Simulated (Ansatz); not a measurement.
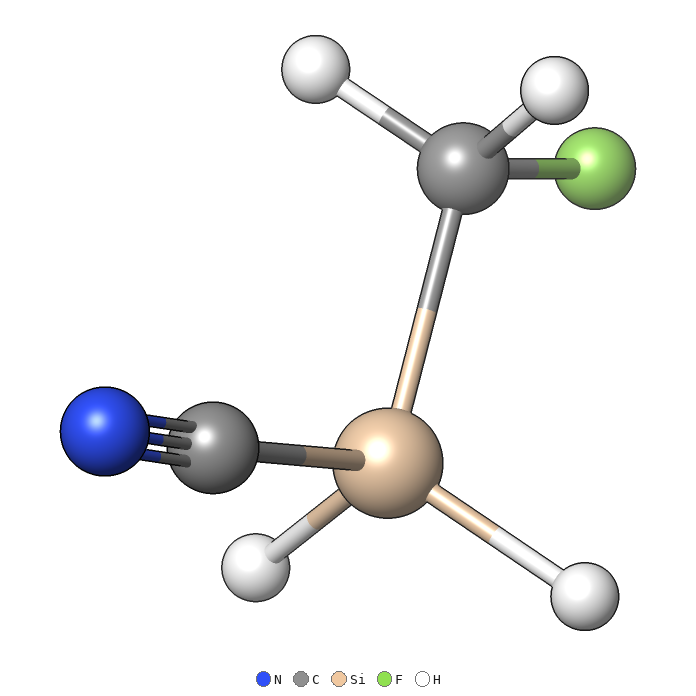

Ball-and-stick drawing of a structure. Double and triple bonds are drawn as two and three sticks.

The computed structure is the end point of a PBE0-D4/def2-TZVP optimisation.

What does the picture show?

The molecule is C₂H₄FNSi. SMILES: `N#C[SiH2]CF`. It has no ring. Among its groups: nitrile, C–F bond, Si–H bond. This geometry has Cs symmetry. Coordination: 1 C linear; 1 Si tetrahedral; 1 C tetrahedral.

The parts below concern this one geometry. Atoms keep their numbers from picture to picture.

Electronic properties

Method: RKS PBE-D4/def2-TZVPP (Ansatz 0.2.0).

> Give the dipole moment at this level.

2.05 D.

> What is the HOMO energy (Kohn–Sham orbital)?

−7.80 eV.

> Give the LUMO energy (Kohn–Sham orbital) at this level.

−1.81 eV.

> Give the dispersion correction at this level.

−16.0 kJ/mol.

Thermal motion

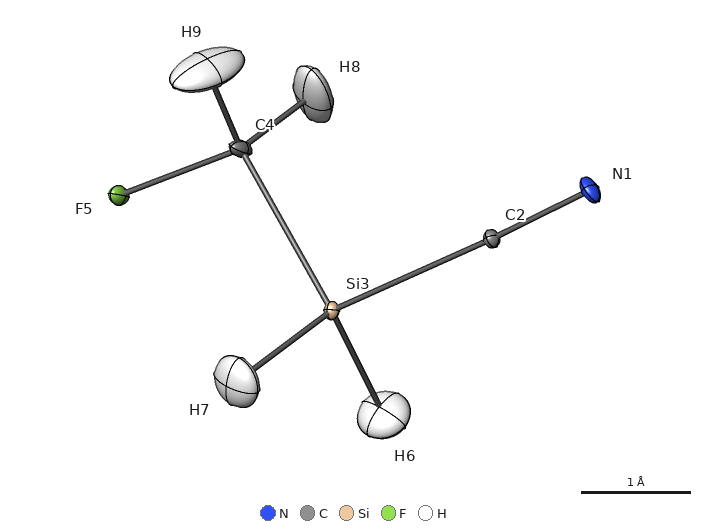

Displacement ellipsoids at the 50 % level, from the internal vibrations of the free molecule (harmonic, no overall translation or rotation; no half-axis is drawn under 0.075 Å). Vibrations computed with RKS PBE0-D4/def2-TZVP (Ansatz 0.2.0). Temperature: 100 K.

> Which atom has the largest mean-square displacement?

H8, H9, with U_eq = 0.0311 Å².

> Does H8 move more along its bond or across it?

Across it: the root-mean-square amplitude is 0.111 Å along the bond and up to 0.254 Å across, since bending and torsion are softer than stretching.

List U_eq and the three principal root-mean-square amplitudes for each kind of atom.

```json
{"atom": "N1", "U_eq (Å²)": "0.0047", "rms amplitudes (Å)": "0.032, 0.068, 0.091"}
{"atom": "C2", "U_eq (Å²)": "0.0028", "rms amplitudes (Å)": "0.038, 0.057, 0.061"}
{"atom": "Si3", "U_eq (Å²)": "0.0018", "rms amplitudes (Å)": "0.027, 0.040, 0.055"}
{"atom": "C4", "U_eq (Å²)": "0.0051", "rms amplitudes (Å)": "0.043, 0.057, 0.102"}
{"atom": "F5", "U_eq (Å²)": "0.0045", "rms amplitudes (Å)": "0.043, 0.059, 0.090"}
{"atom": "H6, H7", "U_eq (Å²)": "0.0208", "rms amplitudes (Å)": "0.093, 0.160, 0.168"}
{"atom": "H8, H9", "U_eq (Å²)": "0.0311", "rms amplitudes (Å)": "0.086, 0.147, 0.254"}
```

Vibrations

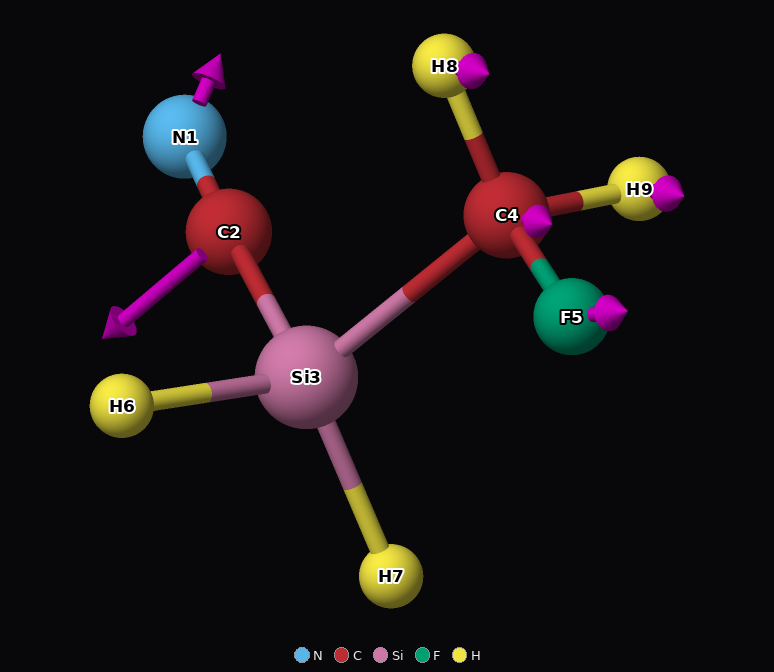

The arrows show one normal mode. Harmonic vibrations computed with RKS PBE0-D4/def2-TZVP (Ansatz 0.2.0) at a stationary point of the same level.

> At what wavenumber does it lie?

364 cm⁻¹; it is mode 5 of 21 counted from the lowest.
